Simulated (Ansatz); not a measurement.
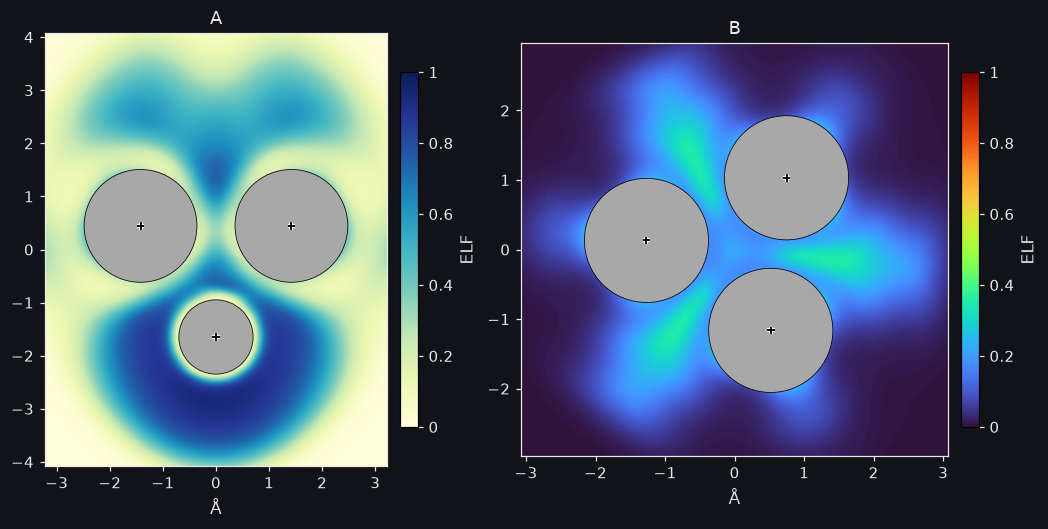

The ELF of 2 systems, each on a plane through atoms (crosses mark nuclei in the plane; grey discs cover the cores).

These are results of Ansatz 0.2.0, RKS PBE0-D4/def2-TZVP, not measurements.

System 1: Ni$_{3}$, the molecular plane. Geometry: PBE0-D4/def2-TZVP.

```xyz
3

Ni    0.6058   -0.7393   -0.8423
Ni   -1.2479   -0.1564    0.2033
Ni    0.6422    0.8957    0.6390
```

System 2: Hf$_{3}$Si, the plane of atoms Hf1, Si4 and Hf3. Geometry: B3LYP-D4/def2-SVP; core potentials replace the inner electrons of Hf.

```json
{"atom": "Hf", "x (Å)": "1.3590", "y (Å)": "0.3154", "z (Å)": "0.4514"}
{"atom": "Hf", "x (Å)": "-0.8376", "y (Å)": "1.9042", "z (Å)": "0.6280"}
{"atom": "Hf", "x (Å)": "-0.9849", "y (Å)": "-0.2160", "z (Å)": "-1.0650"}
{"atom": "Si", "x (Å)": "0.4635", "y (Å)": "-2.0036", "z (Å)": "-0.0144"}
```

Q: Match each panel to its system.

A: Panel A is system 2, Hf$_{3}$Si: the plane holds Hf and Si. Hf–Si (2.53 Å): the ELF peaks at about 0.65 in the valence shell of Si, 1.0 Å from its nucleus, and is about 0.45 at the midpoint. Panel B is system 1, Ni$_{3}$: the plane holds Ni. Ni–Ni (2.21 Å): the ELF is about 0.25 at the midpoint.
